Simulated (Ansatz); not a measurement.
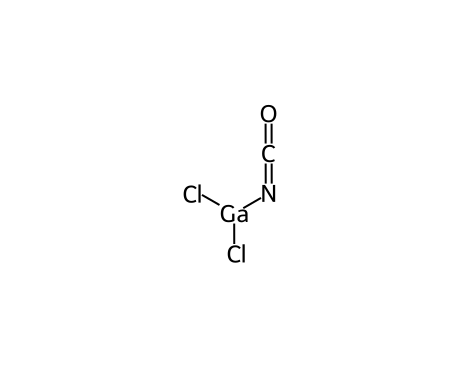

The picture comes from a calculation with Ansatz.

2D structure.

### Give its SMILES.

O=C=[N][Ga]([Cl])[Cl]

### Give the formula, hydrogens included.

CCl2GaNO.

### An optimisation with PBE-D4/def2-SVP gave a structure of which point group?

Cs. Other conformers may differ.
